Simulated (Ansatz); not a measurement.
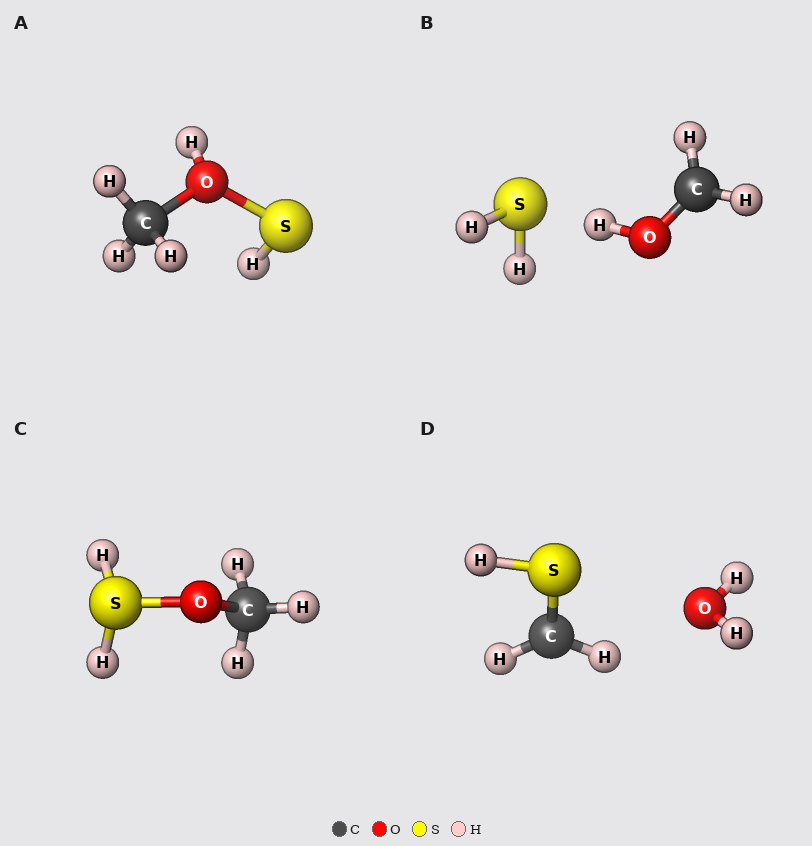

4 stationary structures of one formula. The species has charge +1 and is a spin singlet. Geometries: PBE0-D4/def2-TZVP. Electronic energies: RHF-CCSD(T) (frozen core)/def2-TZVPP (Ansatz 0.2.0), without zero-point energy. No frequency run is at hand to confirm each as a minimum. Each is one conformer, not always the lowest.

Question: Rank them by energy, lowest first.

Answer: D is lowest (Cs); B lies 0.170 eV above it (Cs), C lies 0.890 eV above it (Cs), A lies 1.036 eV above it (C1).
